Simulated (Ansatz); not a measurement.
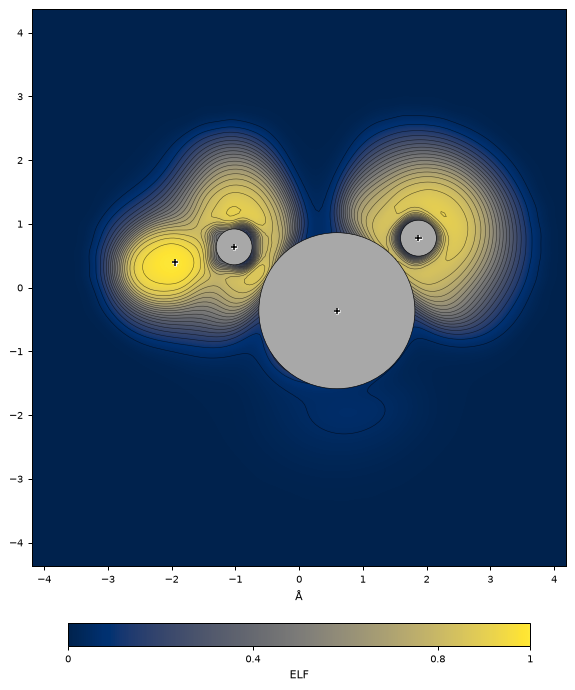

The ELF on a plane through atoms (crosses mark nuclei in the plane; grey discs cover the cores).

Theory: Ansatz 0.2.0, RKS PBE0-D4/def2-TZVPP.

Candidates:
A. CuH4NO (SMILES [NH3+][Cu-][OH])
B. ClH2O3Ta (SMILES [O]=[Ta]([OH])([OH])[Cl])
C. F2OSW (SMILES [O]=[W]([F])([F])=[S])

> Which candidate gave the map?

Candidate B: ClH2O3Ta on the plane of atoms O1, Ta2 and O4, which holds O, Ta and H. Ta–O (1.71 Å): the ELF peaks at about 0.80 in the valence shell of O, 0.5 Å from its nucleus, and drops to about 0.40 between the two atoms. O–H (0.96 Å): the ELF climbs to about 1 towards the hydrogen, as it does in any bond to H; a covalent bond by its length.
